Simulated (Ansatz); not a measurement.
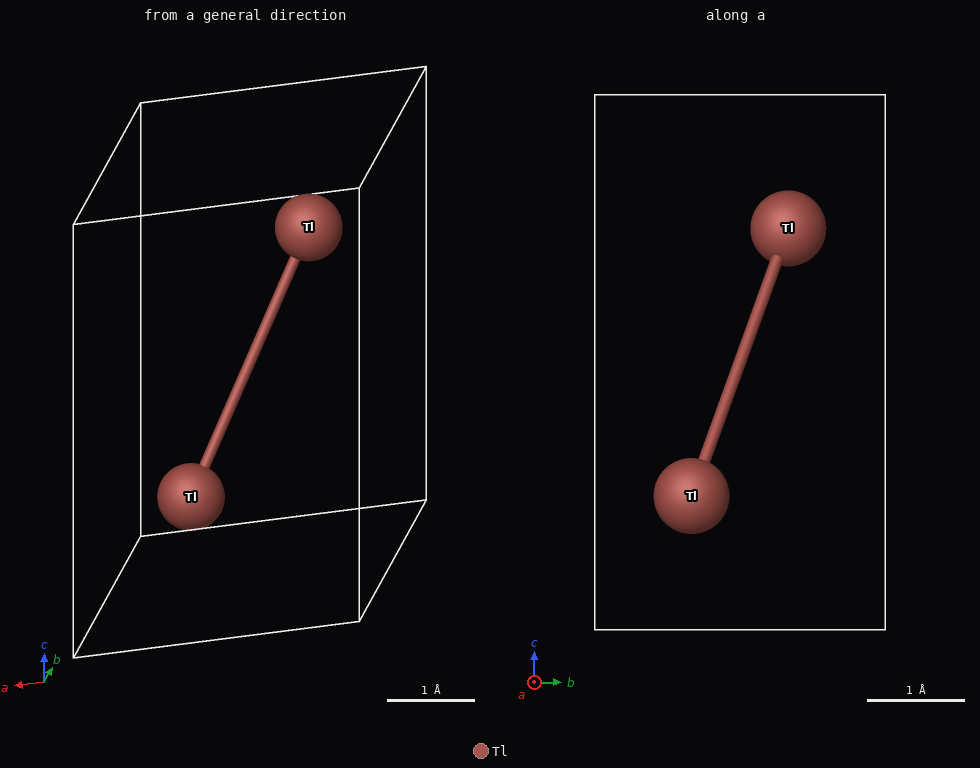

Ball-and-stick drawing of the structure, looking from a general direction and along the a axis. The wireframe shows the conventional unit cell.

Cell: a = 3.46 Å, b = 3.46 Å, c = 5.52 Å, α = 90.00°, β = 90.00°, γ = 120.00°.

> How many atoms are there in one cell?

2 (thallium), counting shared atoms by their share.

> Identify the space group.

P6_3/mmc (No. 194), with Tl on 2d.

> Identify the structure type.

Hexagonal close-packed (Mg type).

> How do the bonded atoms link up through the crystal?

The bonds build a three-dimensional framework.

Starting structure: the standard structure of this element. The structure drawn was relaxed with DFT PBEsol, scalar-relativistic, plane waves, PAW in Ansatz.
